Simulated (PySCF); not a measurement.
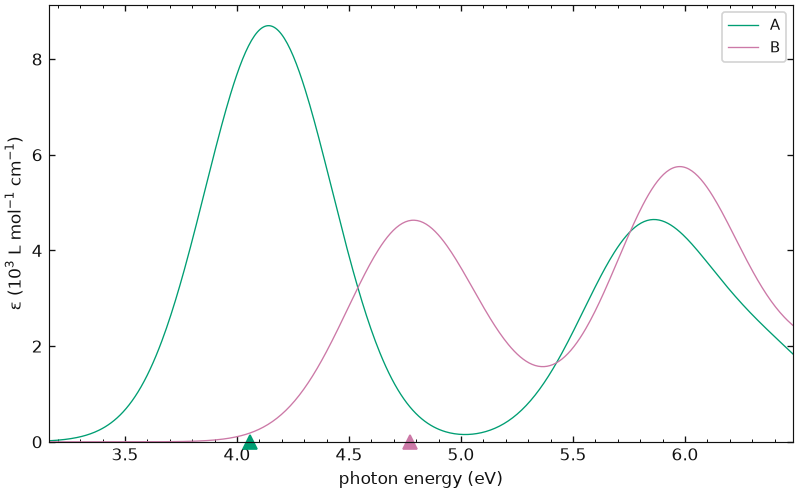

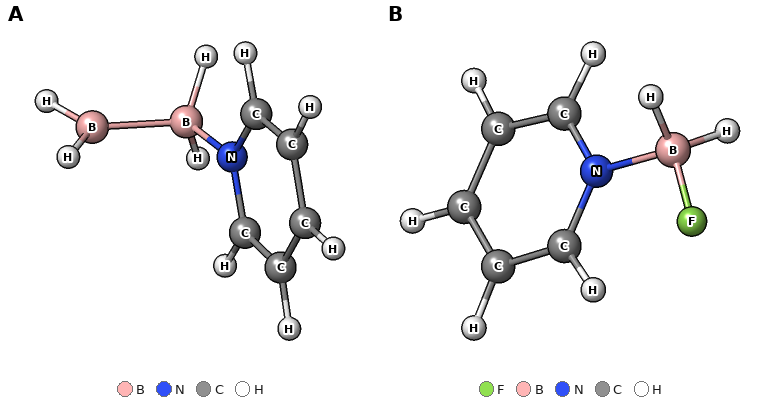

Related molecules: A is C₅H₉B₂N, SMILES B[BH2-][n+]1ccccc1; B is C₅H₇BFN, SMILES F[BH2-][n+]1ccccc1. Vertical TDDFT absorption, ωB97X-D/def2-SVPD with PySCF 2.14.0, at a GFN2-xTB geometry (no frequency check); Gaussians of 1/e half-width 0.40 eV, triangles mark S1, and the range ends where the computed states of one molecule run out.

Question: How does the lowest singlet move?

Answer: A: 4.06 eV (f = 0.001, mainly HOMO → LUMO+1 (59 %)); B: 4.77 eV (f = 0.111, mainly HOMO → LUMO (97 %)). From A to B it shifts 0.71 eV to the blue, but one of these states is bright and the other nearly dark, so it isn't one band that moves.

Question: And the brightest state of each within the range drawn?

Answer: A: S2 at 4.14 eV, f = 0.21; B: S3 at 5.96 eV, f = 0.13.

Limits of at least one run: core orbitals are frozen in the response; one conformer of a flexible molecule; the tight-binding geometry is rougher than a DFT one and adds to the error.
